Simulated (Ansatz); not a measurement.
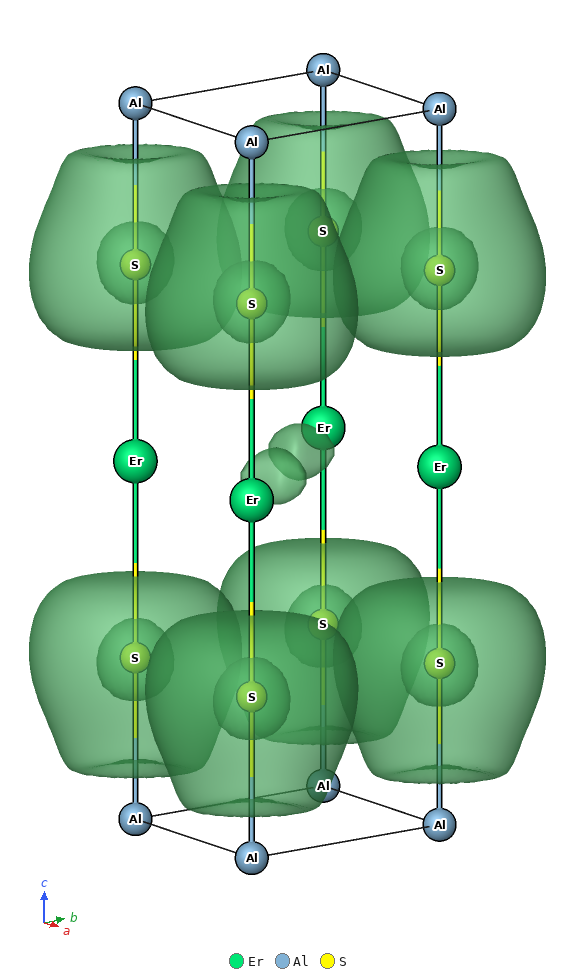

*ErAlS2. Isosurface of the electron localisation function at 0.65 (green), seen slightly off an axis. Only the valence region is drawn (cores and ρ < 0.01 e/Å³ removed). Sticks mark near contacts.*

Space group P6/mmm; a structure generated by program, which may or may not match a known phase; computed without spin polarisation; no Hubbard U on the f states and no spin–orbit coupling.

All numbers below come from Ansatz, DFT PBE, scalar-relativistic, plane waves, PAW; 4f electrons in the core of a trivalent norm-conserving potential.

Core electrons are replaced by pseudopotentials, and the valence fields are smoothed inside the atomic spheres.

> Identify the bonds, lone pairs and shells in this picture.

The ELF exceeds this value in two regions on S in which the atom's valence shell and bonds are merged and two pockets between the atoms, centred on no nucleus (multi-centre or interstitial), counted in one cell of 4 atoms. Any copies at cell faces, edges or corners count once.

Values along the shortest contacts:
Al–S (2.09 Å): the ELF peaks at about 0.85 in the valence shell of S, 1.0 Å from its nucleus, and is about 0.85 at the midpoint. Er–S (2.54 Å): the ELF peaks at about 0.85 in the valence shell of S, 0.8 Å from its nucleus, and is about 0.25 at the midpoint: no shared electron pair shows on this line.
